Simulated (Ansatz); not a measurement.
Run report: Si2H6, nudged elastic band

- system: Si2H6
- method: RKS r2SCANh/def2-SVP (Ansatz 0.2.0)

It belongs to a series of runs on one base structure; here: band between the two ends. Figures and captions count atoms from 1; the log counts them from 0 in places.

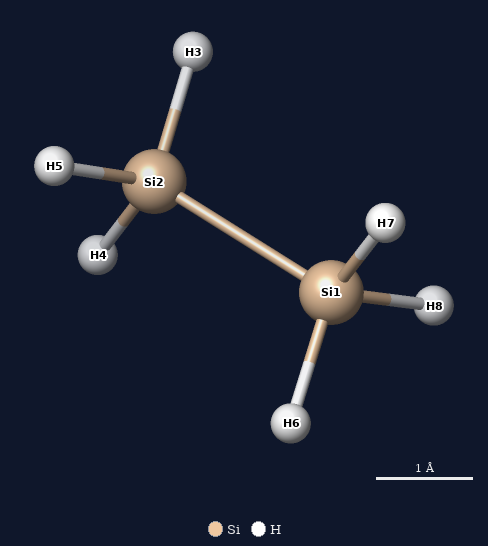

*The structure as given in the input (ball-and-stick view, seen at a tilt; atoms are numbered from 1 in the order of the input).*

Input file:
```yaml
crystal:
  periodic: [false, false, false]
  atoms:
    - { symbol: Si, position_ang: [0.353004, 0.015619, -0.035997] }
    - { symbol: Si, position_ang: [1.019682, -0.017235, 2.21186] }
    - { symbol: H, position_ang: [-0.149287, -0.259658, 3.107495] }
    - { symbol: H, position_ang: [2.022816, -1.100933, 2.427778] }
    - { symbol: H, position_ang: [1.640347, 1.290222, 2.576047] }
    - { symbol: H, position_ang: [1.547411, 0.211527, -0.909182] }
    - { symbol: H, position_ang: [-0.606815, 1.132384, -0.278666] }
    - { symbol: H, position_ang: [-0.304958, -1.271927, -0.405436] }
basis:
  gaussian: { orbitals: def2-SVP }
hamiltonian:
  xc: r2scanh
neb:
  order_check: false
  images: 5
  f_tol: 0.05
  max_iterations: 60
  final_atoms:
    - { symbol: Si, position_ang: [0.35741548, 0.01382409, -0.03698213] }
    - { symbol: Si, position_ang: [1.02298254, -0.01377678, 2.21049678] }
    - { symbol: H, position_ang: [0.65717065, -1.31637858, 2.84075681] }
    - { symbol: H, position_ang: [2.50073396, 0.16954215, 2.31282835] }
    - { symbol: H, position_ang: [0.35064455, 1.0871836, 2.96130204] }
    - { symbol: H, position_ang: [1.06413524, -1.05882704, -0.79712397] }
    - { symbol: H, position_ang: [0.68297872, 1.33284238, -0.65505096] }
    - { symbol: H, position_ang: [-1.11386114, -0.21441082, -0.14232792] }
  initial_path:
    images:
      - { positions_ang: [[0.353004, 0.015619, -0.035997], [1.019682, -0.017235, 2.21186], [-0.149287, -0.259658, 3.107495], [2.022816, -1.100933, 2.427778], [1.640347, 1.290222, 2.576047], [1.547411, 0.211527, -0.909182], [-0.606815, 1.132384, -0.278666], [-0.304958, -1.271927, -0.405436]] }
      - { positions_ang: [[0.23766628, 0.01388362, -0.02545115], [1.11432142, -0.01451938, 2.15417784], [-0.10430581, -0.31316226, 2.90959265], [2.1185285, -1.05033234, 2.45975103], [1.62883322, 1.30287568, 2.56428458], [1.58672088, 0.14419291, -0.5824269], [-0.63035979, 1.15708288, -0.34699391], [-0.42920468, -1.24002211, -0.43903515]] }
      - { positions_ang: [[0.12232855, 0.01214824, -0.0149053], [1.20896084, -0.01180376, 2.09649568], [-0.05932463, -0.36666652, 2.7116903], [2.21424099, -0.99973168, 2.49172407], [1.61731944, 1.31552936, 2.55252217], [1.62603076, 0.07685882, -0.25567181], [-0.65390458, 1.18178176, -0.41532181], [-0.55345136, -1.20811721, -0.4726343]] }
      - { positions_ang: [[0.00699083, 0.01041286, -0.00435945], [1.30360025, -0.00908814, 2.03881353], [-0.01434344, -0.42017079, 2.51378795], [2.30995349, -0.94913103, 2.5236971], [1.60580566, 1.32818304, 2.54075975], [1.66534063, 0.00952473, 0.07108329], [-0.67744938, 1.20648064, -0.48364972], [-0.67769804, -1.17621232, -0.50623345]] }
      - { positions_ang: [[0.12379904, 0.01154994, -0.01523367], [1.21006101, -0.01065102, 2.09604128], [0.20949459, -0.71890672, 2.62277757], [2.37354698, -0.57623997, 2.45340752], [1.18741862, 1.24784989, 2.68094051], [1.46493884, -0.34659253, -0.21831913], [-0.22397334, 1.24860122, -0.54078347], [-0.82308574, -0.85561182, -0.38493161]] }
      - { positions_ang: [[0.24060726, 0.01268701, -0.0261079], [1.11652178, -0.0122139, 2.15326903], [0.43333262, -1.01764265, 2.73176719], [2.43714047, -0.20334891, 2.38311793], [0.76903158, 1.16751675, 2.82112128], [1.26453704, -0.70270979, -0.50772155], [0.22950269, 1.2907218, -0.59791721], [-0.96847344, -0.53501132, -0.26362976]] }
      - { positions_ang: [[0.35741548, 0.01382409, -0.03698213], [1.02298254, -0.01377678, 2.21049678], [0.65717065, -1.31637858, 2.84075681], [2.50073396, 0.16954215, 2.31282835], [0.35064455, 1.0871836, 2.96130204], [1.06413524, -1.05882704, -0.79712397], [0.68297872, 1.33284238, -0.65505096], [-1.11386114, -0.21441082, -0.14232792]] }
```

Hardware: 1 thread of Arm Neoverse V1, 24 GiB of memory available, shared host.

Command:
```bash
ansatz run input.yaml --threads 1 --pin off --max-ram 2048MiB --backend cpu --events-out ev --progress --plain --runs-dir out
```

What the program printed:
```
Engine: ansatz 0.2.0, aarch64-unknown-linux-gnu
Functional definition: r2SCANh
  parameter a = 0.1
  parameter k0 = 0.174
  parameter k1 = 0.065
  parameter a1 = 4.9479
  exchange = (1 - a)*r2scan_x(k0 = k0, k1 = k1, a1 = a1) + a*exact_x
  correlation = r2scan_c
679 factors; integrals over basis functions are off by at most 2.2e-4 eV
mean field evaluation 1: about -15845.5616 eV, gradient 8.5e0 eV
mean field evaluation 2: about -15845.8630 eV, gradient 2.7e0 eV
mean field evaluation 4: about -15845.8915 eV, gradient 9.0e-2 eV
mean field evaluation 8: about -15845.8883 eV, gradient 6.7e-4 eV
mean field -15845.88831850 eV, -582.3256549760 hartree, gradient 4.0e-5 eV, S^2 0.000000; 0 other end points of the search recorded, 0 dependent functions left out
the calculation of the forces begins
reference -15845.88832746 eV, -582.3256553053 hartree; 17, 17 occupied and 49, 49 virtual orbitals, 679 factors
679 factors; integrals over basis functions are off by at most 3.9e-4 eV
mean field evaluation 16: about -15845.8885 eV, gradient 8.8e-2 eV
mean field -15845.88854857 eV, -582.3256634308 hartree, gradient 5.1e-5 eV, S^2 0.000000; 0 other end points of the search recorded, 0 dependent functions left out
[... from here on the field's lines of each further geometry are left out, up to the last ...]
NEB iter   1: max|band force component| = 3.378e0 eV/Å  barrier→ = 3.0644 eV  barrier← = 3.0646 eV  Δτ_max = 0.1935 Å  (141 SCF iters)
NEB iter   2: max|band force component| = 2.449e0 eV/Å  barrier→ = 2.1257 eV  barrier← = 2.1259 eV  Δτ_max = 0.1957 Å  (115 SCF iters)
NEB iter   3: max|band force component| = 2.071e0 eV/Å  barrier→ = 1.2798 eV  barrier← = 1.2801 eV  Δτ_max = 0.1965 Å  (105 SCF iters)
NEB iter   4: max|band force component| = 1.326e0 eV/Å  barrier→ = 0.5988 eV  barrier← = 0.5990 eV  Δτ_max = 0.1990 Å  (105 SCF iters)
NEB iter   5: max|band force component| = 7.925e-1 eV/Å  barrier→ = 0.3006 eV  barrier← = 0.3009 eV  Δτ_max = 0.1976 Å  (104 SCF iters)
NEB iter   6: max|band force component| = 3.252e-1 eV/Å  barrier→ = 0.1333 eV  barrier← = 0.1335 eV  CI = image 3  Δτ_max = 0.1977 Å  (99 SCF iters)
NEB iter   7: max|band force component| = 1.649e-1 eV/Å  barrier→ = 0.0593 eV  barrier← = 0.0595 eV  CI = image 3  Δτ_max = 0.0940 Å  (97 SCF iters)
NEB iter   8: max|band force component| = 7.969e-2 eV/Å  barrier→ = 0.0439 eV  barrier← = 0.0441 eV  CI = image 3  Δτ_max = 0.0329 Å  (97 SCF iters)
the calculation of the forces begins
reference -15845.87582031 eV, -582.3251956760 hartree; 17, 17 occupied and 49, 49 virtual orbitals, 679 factors
679 factors; integrals over basis functions are off by at most 2.5e-4 eV
mean field -15845.84505467 eV, -582.3240650594 hartree, gradient 1.8e-5 eV, S^2 0.000000; 1 other end points of the search recorded, 0 dependent functions left out
the calculation of the forces begins
reference -15845.84506367 eV, -582.3240653904 hartree; 17, 17 occupied and 49, 49 virtual orbitals, 679 factors
NEB iter   9: max|band force component| = 4.463e-2 eV/Å  barrier→ = 0.0433 eV  barrier← = 0.0435 eV  CI = image 3  Δτ_max = 0.0000 Å  (193 SCF iters)
```

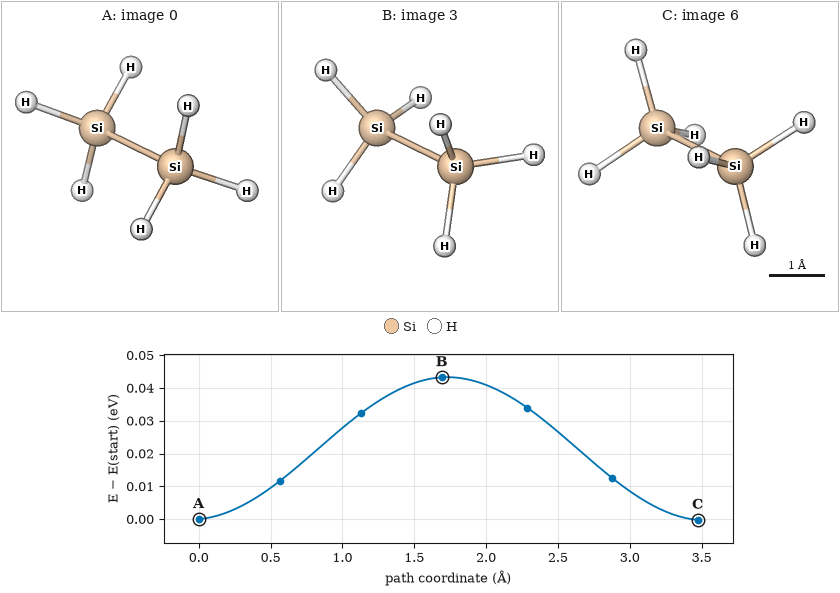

*Images of the last band (counted from 0; ball-and-stick, seen at a tilt) above the energy along the path; the line is a cubic interpolation that uses the forces.*

The highest image is number 3, 0.043 eV above the start and 0.043 eV above the end (the climbing image); start and end have the same energy. The path is 3.47 Å long. The band converged in 9 iterations.

```
Total energy: -15845.84506367 eV, -582.3240653904 hartree
Atom 0 at     0.344272    -0.008540    -0.041334 Å, force    -0.002178     0.006409     0.044627 eV/Å
Atom 1 at     1.037439     0.011534     2.213162 Å, force    -0.012393    -0.030754    -0.028695 eV/Å
Atom 2 at     0.134127    -0.846127     3.036089 Å, force     0.008446     0.006881     0.003364 eV/Å
Atom 3 at     2.429608    -0.514496     2.334004 Å, force    -0.011874     0.008626     0.002979 eV/Å
Atom 4 at     1.002421     1.398390     2.761836 Å, force     0.004798     0.008014    -0.000193 eV/Å
Atom 5 at     1.444314    -0.507686    -0.916840 Å, force     0.001069     0.000179    -0.011608 eV/Å
Atom 6 at    -0.028976     1.367763    -0.482614 Å, force    -0.000934    -0.009820    -0.005628 eV/Å
Atom 7 at    -0.841004    -0.900838    -0.210405 Å, force     0.013066     0.010464    -0.004847 eV/Å
Dipole moment:     0.000503     0.001601    -0.001582 e Å
this run last wrote the band of iteration 9 to [file]
```

The last band as extended XYZ (Å, eV, eV/Å):
```
8
Properties=species:S:1:pos:R:3:forces:R:3 image=0 energy=-15845.88832
Si    0.3530    0.0156   -0.0360    0.0062   0.0017   0.0141
Si    1.0197   -0.0172    2.2119   -0.0036  -0.0006  -0.0154
H    -0.1493   -0.2597    3.1075   -0.0028   0.0014  -0.0055
H     2.0228   -1.1009    2.4278    0.0014  -0.0028   0.0079
H     1.6403    1.2902    2.5760    0.0036   0.0011   0.0066
H     1.5474    0.2115   -0.9092   -0.0024   0.0021  -0.0110
H    -0.6068    1.1324   -0.2787   -0.0027  -0.0003   0.0013
H    -0.3050   -1.2719   -0.4054    0.0003  -0.0025   0.0021
8
Properties=species:S:1:pos:R:3:forces:R:3 image=1 energy=-15845.87671
Si    0.3577    0.0128   -0.0389    0.0057  -0.0027   0.0008
Si    1.0221   -0.0120    2.2126   -0.0027  -0.0022  -0.0022
H    -0.1006   -0.4769    3.0792   -0.0061   0.0128   0.0009
H     2.1810   -0.9338    2.3984   -0.0063  -0.0118   0.0028
H     1.4262    1.3567    2.6489    0.0142   0.0011  -0.0041
H     1.5540   -0.0238   -0.9307    0.0003   0.0143   0.0006
H    -0.4214    1.2503   -0.3366   -0.0143  -0.0027   0.0042
H    -0.4969   -1.1732   -0.3390    0.0092  -0.0090  -0.0030
8
Properties=species:S:1:pos:R:3:forces:R:3 image=2 energy=-15845.85606
Si    0.3553    0.0041   -0.0412    0.0247  -0.0090  -0.0027
Si    1.0240   -0.0019    2.2152   -0.0126  -0.0099  -0.0048
H    -0.0065   -0.6739    3.0606   -0.0036   0.0146   0.0001
H     2.3147   -0.7342    2.3696    0.0014  -0.0149   0.0046
H     1.2078    1.3935    2.7103    0.0128   0.0083  -0.0036
H     1.5253   -0.2663   -0.9288   -0.0083   0.0168   0.0068
H    -0.2246    1.3277   -0.4110   -0.0175   0.0077   0.0021
H    -0.6739   -1.0491   -0.2809    0.0031  -0.0135  -0.0026
8
Properties=species:S:1:pos:R:3:forces:R:3 image=3 energy=-15845.84505
Si    0.3443   -0.0085   -0.0413   -0.0022   0.0064   0.0446
Si    1.0374    0.0115    2.2132   -0.0124  -0.0308  -0.0287
H     0.1341   -0.8461    3.0361    0.0084   0.0069   0.0034
H     2.4296   -0.5145    2.3340   -0.0119   0.0086   0.0030
H     1.0024    1.3984    2.7618    0.0048   0.0080  -0.0002
H     1.4443   -0.5077   -0.9168    0.0011   0.0002  -0.0116
H    -0.0290    1.3678   -0.4826   -0.0009  -0.0098  -0.0056
H    -0.8410   -0.9008   -0.2104    0.0131   0.0105  -0.0048
8
Properties=species:S:1:pos:R:3:forces:R:3 image=4 energy=-15845.85429
Si    0.3458   -0.0058   -0.0388    0.0286  -0.0004   0.0048
Si    1.0346    0.0049    2.2125   -0.0196  -0.0094  -0.0052
H     0.2949   -1.0353    2.9875    0.0192   0.0013  -0.0087
H     2.4962   -0.2787    2.3094    0.0092   0.0093   0.0028
H     0.7674    1.3367    2.8309   -0.0109  -0.0045   0.0038
H     1.3506   -0.7127   -0.8878   -0.0174  -0.0029   0.0115
H     0.1993    1.3917   -0.5411    0.0101   0.0024  -0.0091
H    -0.9665   -0.7009   -0.1787   -0.0194   0.0042   0.0002
8
Properties=species:S:1:pos:R:3:forces:R:3 image=5 energy=-15845.87581
Si    0.3510    0.0052   -0.0370   -0.0027   0.0053   0.0025
Si    1.0296   -0.0059    2.2104   -0.0017   0.0057  -0.0015
H     0.4682   -1.1954    2.9153    0.0090  -0.0120  -0.0013
H     2.5183   -0.0562    2.3013    0.0050   0.0134  -0.0008
H     0.5515    1.2279    2.9010   -0.0127  -0.0078   0.0029
H     1.2220   -0.8969   -0.8458   -0.0045  -0.0144   0.0000
H     0.4424    1.3855   -0.5973    0.0141  -0.0026  -0.0045
H    -1.0609   -0.4642   -0.1541   -0.0065   0.0123   0.0026
8
Properties=species:S:1:pos:R:3:forces:R:3 image=6 energy=-15845.88855
Si    0.3574    0.0138   -0.0370   -0.0001  -0.0001  -0.0005
Si    1.0230   -0.0138    2.2105    0.0001   0.0000   0.0005
H     0.6572   -1.3164    2.8408    0.0014  -0.0003  -0.0005
H     2.5007    0.1695    2.3128   -0.0005   0.0015   0.0001
H     0.3506    1.0872    2.9613   -0.0010  -0.0013  -0.0001
H     1.0641   -1.0588   -0.7971   -0.0013  -0.0007   0.0004
H     0.6830    1.3328   -0.6551    0.0013  -0.0008  -0.0004
H    -1.1139   -0.2144   -0.1423    0.0003   0.0016   0.0004
```

Key numbers:

```json
{"quantity": "outcome", "value": "converged"}
{"quantity": "barrier, forward", "value": "0.043 eV"}
{"quantity": "barrier, backward", "value": "0.043 eV"}
{"quantity": "wall time", "value": "2.1 min"}
{"quantity": "peak memory", "value": "0.13 GiB"}
```

The order of the saddle point was not checked.
